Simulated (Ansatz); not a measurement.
# MoS2 (AuTe2 type): one cell under locks on the spin (series 3)

Aim: hold or release the moments of MoS2 (AuTe2 type) in several ways at one fixed cell, and compare the energies. Cell and atoms stay fixed. The start comes from a prototype table, not from a measured structure.

Program: Ansatz 0.2.0. Level of theory: DFT LDA+U (U_eff = 1 eV on Mo d, around-mean-field double counting), plane waves, PAW. These are calculated values, not measurements.

## Step 1: The structure to begin with

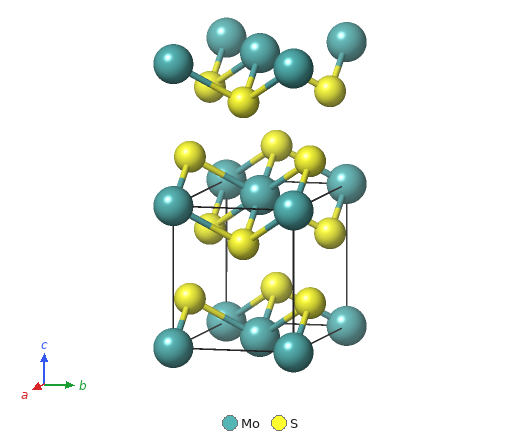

Start, viewed slightly off an axis; molybdenum teal, sulfur yellow. 1×1×2 cells are drawn. Atoms on the faces are drawn again on the opposite ones. The cell drawn here is the conventional one.

Cell or atoms stand a little off a more symmetric structure (P-3m1 at a tolerance of 0.3 Å), so results at this geometry aren't those of that ideal crystal.

As a file:

```
Mo S
1.0
     3.14799   -1.92978    0.00000
     3.14799    1.92978    0.00000
    -0.00310    0.00000    4.43933
Mo S
1 2
Cartesian
  0.0000 0.0000 0.0000
  4.3301 0.0000 1.2825
  1.9628 0.0000 3.1568
```

The runs: ferromagnetic start, free, default search; total moment held at first, then free, 1.00 μB per cell; no spin polarisation.

An earlier series on this cell reached its lowest free state from «ferromagnetic start, free, natural orbitals of the symmetric run filled by rank», perhaps among other starts.

## Step 2: Ferromagnetic start, free, default search

input.yaml reads:

```yaml
crystal:
  lattice:
    - [3.14799252, -1.92978203, 0.0]
    - [3.14799252, 1.92978203, 0.0]
    - [-0.00309924, 0.0, 4.43932959]
  atoms:
    - { symbol: Mo, position: [0.0, 0.0, 0.0], spin: 2.0 }
    - { symbol: S, position: [0.6879, 0.6879, 0.2889] }
    - { symbol: S, position: [0.3121, 0.3121, 0.7111] }
basis:
  ecutwfc: 420
  ecutrho_ratio: 4
kpoints:
  mp_grid: { grid: [6, 6, 4] }
hamiltonian:
  xc: lda
  hubbard: { sites: [{ site: 0, l: d, u_eff: 1.0 }], double_counting: amf }
scf:
  occupations: { method: gaussian, width: 0.05 }
output:
  forces: true
  stress: true
  eigenvalues: true
  populations: true
  hubbard: { sites: [{ site: 0, l: d }] }
magnetization:
  spin_polarized: true
```

The run is started by

```console
> ansatz run input.yaml --threads 2 --pin off --max-ram 3072MiB --backend cpu --events-out ev --progress --plain --runs-dir out
```

Output, cut to the lines that bear on the results:

```text
Warning: RAYON_NUM_THREADS=2 ignored (pool sized by the plan → 2); use --threads N
Mo: projections on atomic orbitals take those of the free atom [Ar 3d10] 4s2 4p6 4d5 5s1, of charge +0.00 (hamiltonian.pseudopotentials.projection_atoms); the dataset's partial waves leave at most 6.0e-6 of an orbital's norm unspanned inside its sphere
S: projections on atomic orbitals take those of the free atom [Ne] 3s2 3p4, of charge +0.00 (hamiltonian.pseudopotentials.projection_atoms); the dataset's partial waves leave at most 1.6e-7 of an orbital's norm unspanned inside its sphere
[...]
Pseudopotentials: kind: paw
Pseudopotential: Mo, paw, valence charge 14, recommended cutoff 420 eV (normal), Mo.paw.azcp
Pseudopotential: S, paw, valence charge 6, recommended cutoff 420 eV (normal), S.paw.azcp
Functional definition: SPW92
[...]
Crystal: 3 atoms, lattice volume = 53.937 Å³
Basis set: ecut = 420 eV, 1063 PW (Γ)
Bands: 18, of which v1, the nominal top of the filled ones, is band 13 counted from 1 (12 counted from 0)
Symmetry: 4 space group operations
Space group: C2/m (ITA 12), of the structure as read, at distance tolerance 3.8e-5 Å
Magnetic group: BNS 12.58 (UNI 65), of the structure as read, at distance tolerance 3.8e-5 Å
k-points: 47 of 144
[...]
Starting moments: Σ|m| = 2 μB on 1 of 3 sites
[...]
Entropy (-TS):   -0.002475 eV (-0.825 meV/atom)
Fermi energy:    10.633704 eV
[...]
DFT+U double counting: amf (around mean field; hamiltonian.hubbard.double_counting)
--- Forces (eV/Å), atoms counted from 1 ---
  atom   1  Mo     0.00000000     0.00000000     0.00000000
  atom   2  S     -0.98807287     0.00000000    -0.96762612
  atom   3  S      0.98807287     0.00000000     0.96762612
[...]
--- Stress (GPa, compression-positive) ---
      -16.855174       0.000000      -7.444044
        0.000000     -18.518371       0.000000
       -7.444044       0.000000       7.170894
  P = ⅓ Tr σ = -9.4009 GPa (-94.009 kbar)
--- Band table (eV; the first three rows and the last of 94) ---
  k-point 0 ↑: bands = ["-50.9610", "-25.2117", "-25.0528", "-24.9962", "-4.0825", "-0.5492", "4.5662", "5.6768", "5.8827", "9.4943", "9.5424", "9.7628", "10.1123", "10.9782", "11.1942", "12.3580", "13.2536", "14.3839"]
[...]
Occupation matrices written to <dir>
--- Löwdin populations: 3 sites ---
  site symbol       q [e]    m [muB]
     0     Mo     13.5275     1.0534
     1      S      6.1431    -0.0159
     2      S      6.1431    -0.0159
  spilling = 0.007163 (of n_electrons = 26.000000)
--- Occupation matrices: 1 shell (run DFT+U table (all-electron-ortho-atomic); ε = 2.02e-3) ---
  Mo0 d_4D: site group C2h (2/m)
  Mo0 d_4D up     Tr n = 3.0030  λ = 0.475 0.498 0.580 0.591 0.858  [xy 0.74 Bg(1.00) | xz 0.70 Ag(1.00) | z2 0.69 Ag(1.00) | yz 0.74 Bg(1.00) | x2-y2 0.45 Ag(1.00)]
  Mo0 d_4D dn     Tr n = 1.9687  λ = 0.301 0.351 0.363 0.477 0.478  [z2 0.46 Ag(1.00) | xy 0.99 Bg(1.00) | z2 0.54 Ag(1.00) | 2× yz 0.49 Ag(0.50)]
  Tr n, λ and their labels are of the run-group-symmetrised matrices; stabiliser: 4 of 8 elements of G0×{1,Θ} (closed), max defect 6.4e-16 at τ = 4.3e-4
```

It took 5.1 s on 2 threads of Arm Neoverse V2, shared host; peak memory 0.39 GiB.

It ends with no gap, pressure -9.4 GPa, moments in spheres Mo 0.71 μB, largest force component 0.99 eV/Å, 4 symmetry operations imposed.

How the shells are filled (orbitals counted by the eigenvalues of the occupation matrices):

```csv
shell,channel,electrons,over 0.8,0.2 to 0.8,under 0.2
Mo 4d (atom 1),up,3.00,1,4,0
Mo 4d (atom 1),down,1.97,0,5,0
```

## Step 3: Total moment held at first, then free, 1.00 μB per cell

input.yaml: that of step 2 with these lines changed.

```diff
@@ -6,3 +6,3 @@
   atoms:
-    - { symbol: Mo, position: [0.0, 0.0, 0.0], spin: 2.0 }
+    - { symbol: Mo, position: [0.0, 0.0, 0.0], spin: 1.0 }
     - { symbol: S, position: [0.6879, 0.6879, 0.2889] }
@@ -19,2 +19,4 @@
   occupations: { method: gaussian, width: 0.05 }
+  lower_state_search: "off"
+  max_iter: 150
 output:
@@ -27 +29,3 @@
   spin_polarized: true
+  initial_magnetization: 1.0
+  spin_locking: { lock_magnetization: soft, n_iters: 12 }
```

The lock is temporary (n_iters 12) and is released on the way.

The run is started by

```console
> ansatz run input.yaml --threads 2 --pin off --max-ram 3072MiB --backend cpu --events-out ev --progress --plain --runs-dir out
```

Output, cut to the lines that bear on the results:

```text
Warning: output.stress: scf.convergence.dr2_threshold = 1e-7 eV (the SCF's general default) is looser than the 3e-10 eV advised for a printed stress (1e-10 eV for each atom of the cell: 3). What an SCF threshold leaves in a stress goes as its square root, and in the free energy as the [...]
Warning: RAYON_NUM_THREADS=2 ignored (pool sized by the plan → 2); use --threads N
Mo: projections on atomic orbitals take those of the free atom [Ar 3d10] 4s2 4p6 4d5 5s1, of charge +0.00 (hamiltonian.pseudopotentials.projection_atoms); the dataset's partial waves leave at most 6.0e-6 of an orbital's norm unspanned inside its sphere
S: projections on atomic orbitals take those of the free atom [Ne] 3s2 3p4, of charge +0.00 (hamiltonian.pseudopotentials.projection_atoms); the dataset's partial waves leave at most 1.6e-7 of an orbital's norm unspanned inside its sphere
[...]
Pseudopotentials: kind: paw
Pseudopotential: Mo, paw, valence charge 14, recommended cutoff 420 eV (normal), Mo.paw.azcp
[...]
        0.000000     -18.518395       0.000000
       -7.443896       0.000000       7.171355
  P = ⅓ Tr σ = -9.4008 GPa (-94.008 kbar)
--- Band table (eV; the first three rows and the last of 94) ---
  k-point 0 ↑: bands = ["-50.9610", "-25.2117", "-25.0528", "-24.9962", "-4.0825", "-0.5492", "4.5662", "5.6768", "5.8826", "9.4942", "9.5424", "9.7629", "10.1123", "10.9783", "11.1942", "12.3580", "13.2536", "14.3839"]
[...]
Occupation matrices written to <dir>
--- Löwdin populations: 3 sites ---
  site symbol       q [e]    m [muB]
     0     Mo     13.5275     1.0533
     1      S      6.1431    -0.0159
     2      S      6.1431    -0.0159
  spilling = 0.007163 (of n_electrons = 26.000000)
--- Occupation matrices: 1 shell (run DFT+U table (all-electron-ortho-atomic); ε = 3.04e-3) ---
  Mo0 d_4D: site group C2h (2/m)
  Mo0 d_4D up     Tr n = 3.0030  λ = 0.475 0.498 0.580 0.591 0.858  [xy 0.74 Bg(1.00) | xz 0.70 Ag(1.00) | z2 0.69 Ag(1.00) | yz 0.74 Bg(1.00) | x2-y2 0.45 Ag(1.00)]
  Mo0 d_4D dn     Tr n = 1.9687  λ = 0.301 0.351 0.363 0.477 0.478  [z2 0.46 Ag(1.00) | xy 0.99 Bg(1.00) | z2 0.54 Ag(1.00) | 2× yz 0.49 Ag(0.50)]
  Tr n, λ and their labels are of the run-group-symmetrised matrices; stabiliser: 4 of 8 elements of G0×{1,Θ} (closed), max defect 6.4e-16 at τ = 6.4e-4
```

It took 5.2 s on 2 threads of Arm Neoverse V2, shared host; peak memory 0.39 GiB.

Result: no gap, pressure -9.4 GPa, moments in spheres Mo 0.71 μB, largest force component 0.99 eV/Å, 4 symmetry operations imposed.

How the shells are filled (orbitals counted by the eigenvalues of the occupation matrices):

```csv
shell,channel,electrons,over 0.8,0.2 to 0.8,under 0.2
Mo 4d (atom 1),up,3.00,1,4,0
Mo 4d (atom 1),down,1.97,0,5,0
```

## Step 4: No spin polarisation

input.yaml: that of step 3 with these lines changed.

```diff
@@ -6,3 +6,3 @@
   atoms:
-    - { symbol: Mo, position: [0.0, 0.0, 0.0], spin: 1.0 }
+    - { symbol: Mo, position: [0.0, 0.0, 0.0] }
     - { symbol: S, position: [0.6879, 0.6879, 0.2889] }
@@ -27,5 +27 @@
   hubbard: { sites: [{ site: 0, l: d }] }
-magnetization:
-  spin_polarized: true
-  initial_magnetization: 1.0
-  spin_locking: { lock_magnetization: soft, n_iters: 12 }
```

The run is started by

```console
> ansatz run input.yaml --threads 2 --pin off --max-ram 3072MiB --backend cpu --events-out ev --progress --plain --runs-dir out
```

Output, cut to the lines that bear on the results:

```text
Warning: RAYON_NUM_THREADS=2 ignored (pool sized by the plan → 2); use --threads N
Mo: projections on atomic orbitals take those of the free atom [Ar 3d10] 4s2 4p6 4d5 5s1, of charge +0.00 (hamiltonian.pseudopotentials.projection_atoms); the dataset's partial waves leave at most 6.0e-6 of an orbital's norm unspanned inside its sphere
S: projections on atomic orbitals take those of the free atom [Ne] 3s2 3p4, of charge +0.00 (hamiltonian.pseudopotentials.projection_atoms); the dataset's partial waves leave at most 1.6e-7 of an orbital's norm unspanned inside its sphere
[...]
Pseudopotentials: kind: paw
Pseudopotential: Mo, paw, valence charge 14, recommended cutoff 420 eV (normal), Mo.paw.azcp
Pseudopotential: S, paw, valence charge 6, recommended cutoff 420 eV (normal), S.paw.azcp
Functional definition: SPW92
[...]
Crystal: 3 atoms, lattice volume = 53.937 Å³
Basis set: ecut = 420 eV, 1063 PW (Γ)
[...]
      -17.932898       0.000000      -6.443269
        0.000000     -22.691471       0.000000
       -6.443267       0.000000       8.412253
  P = ⅓ Tr σ = -10.7374 GPa (-107.374 kbar)
--- Band table (eV; the first three rows and the last of 47) ---
  k-point 0: bands = ["-50.7694", "-25.0905", "-24.8609", "-24.6560", "-4.0768", "-0.5614", "4.6157", "5.7123", "5.9246", "9.5604", "9.8813", "9.9347", "10.1161", "11.1843", "11.3038", "12.4154", "13.3161"]
[...]
Occupation matrices written to <dir>
--- Löwdin populations: 3 sites ---
  site symbol       q [e]
     0     Mo     13.5450
     1      S      6.1323
     2      S      6.1323
  spilling = 0.007325 (of n_electrons = 26.000000)
--- Occupation matrices: 1 shell (run DFT+U table (all-electron-ortho-atomic); ε = 4.84e-3) ---
  Mo0 d_4D: site group C2h (2/m)
  Mo0 d_4D -      Tr n = 2.4943  λ = 0.395 0.467 0.486 0.535 0.612  [xy 0.98 Bg(1.00) | z2 0.58 Ag(1.00) | x2-y2 0.75 Ag(1.00) | yz 0.98 Bg(1.00) | xz 0.42 Ag(1.00)]
  Tr n, λ and their labels are of the run-group-symmetrised matrices; stabiliser: 8 of 8 elements of G0×{1,Θ} (closed), max defect 7.0e-16 at τ = 1.0e-3
```

Wall time 2.2 s (2 threads of Arm Neoverse V2, shared host); peak memory 0.35 GiB.

It ends with no gap, pressure -10.7 GPa, no moment over 0.05 μB in any sphere, largest force component 0.86 eV/Å, 4 symmetry operations imposed.

The shells' filling, with natural orbitals sorted by occupation:

```csv
shell,channel,electrons,over 0.8,0.2 to 0.8,under 0.2
Mo 4d (atom 1),each spin,2.49,0,5,0
```

## Step 5: All runs side by side

Energies count from the lowest free state and have the smearing extrapolated to zero.

| start | energy (meV/atom) | gap (eV) | pressure (GPa) | largest moment (μB) | SCF cycles | time |
| --- | --- | --- | --- | --- | --- | --- |
| total moment held at first, then free, 1.00 μB per cell | 0.0 | metal | -9.4 | 0.71 | 21 | 5.2 s |
| ferromagnetic start, free, natural orbitals of the symmetric run filled by rank (earlier series) | 0.0 | metal | -9.4 | 0.71 | 23 | 6.9 s |
| ferromagnetic start, free, default search | 0.0 | metal | -9.4 | 0.71 | 18 | 5.1 s |
| no spin polarisation | 13.8 | metal | -10.7 | 0.00 | 9 | 2.2 s |

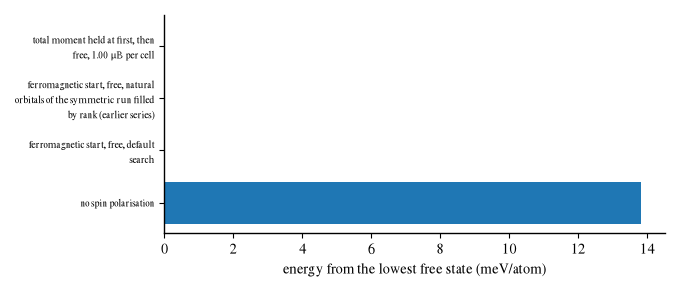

Energy of each end state.

The 3 free runs end within about 1 meV/atom of each other. The run with the program's default settings reaches the lowest one found. Without spin polarisation the energy is 14 meV/atom higher. Around-mean-field double counting penalises high spin, so low-spin or metallic winners can come from that choice. The lowest state found need not be the ground state, and the geometry wasn't relaxed for any of them.
